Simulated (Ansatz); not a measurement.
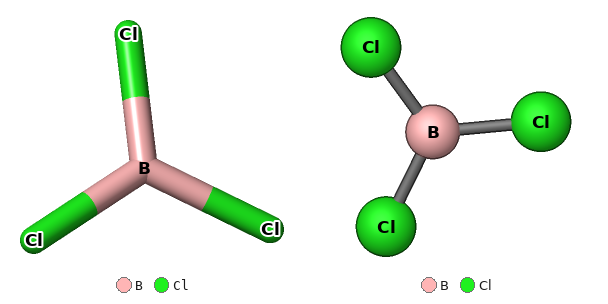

Both panels show the same species.

The geometry was computed by an optimisation with PBE0-D4/def2-TZVP.

Describe the molecule.

Formula BCl3. The point group is D3h. All atoms lie on one plane. Coordination: 1 B trigonal planar.

The parts below concern this one geometry. Atoms keep their numbers from picture to picture.

Thermal motion

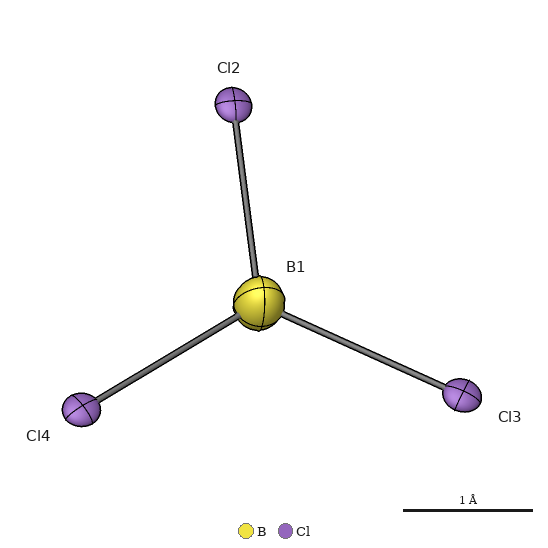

Displacement ellipsoids at the 50 % level, enlarged 3 times, from the internal vibrations of the free molecule (harmonic, no overall translation or rotation; no half-axis is drawn under 0.075 Å). Vibrations computed with RKS PBE0-D4/def2-TZVP (Ansatz 0.2.0). Temperature: 200 K.

Give the displacement parameters, one line for each set of equivalent atoms.

```json
{"atom": "B1", "U_eq (Å²)": "0.0023", "rms amplitudes (Å)": "0.043, 0.043, 0.058"}
{"atom": "Cl2, Cl3, Cl4", "U_eq (Å²)": "0.00069", "rms amplitudes (Å)": "0.006, 0.031, 0.033"}
```

Charges

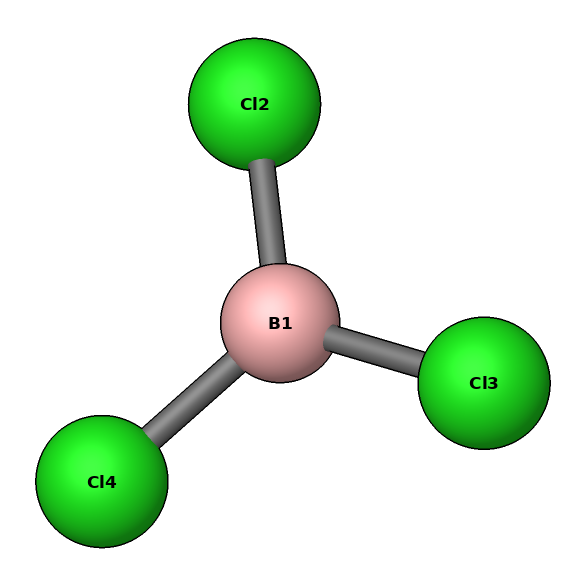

The questions are on Mulliken charges. Method: RKS PBE0-D4/def2-TZVP (Ansatz 0.2.0).

Give the Mulliken charges atom by atom.

```tsv
atom	value (e)
B1	0.23
Cl2	−0.08
Cl3	−0.08
Cl4	−0.08
```

Electronic properties

Method: RKS PBE0-D4/def2-TZVPP (Ansatz 0.2.0).

**What is the HOMO–LUMO gap?**

7.40 eV.

**Estimate the HOMO energy (Kohn–Sham orbital).**

−9.09 eV.

Mulliken values depend strongly on the basis set and can even reverse the polarity of a bond.
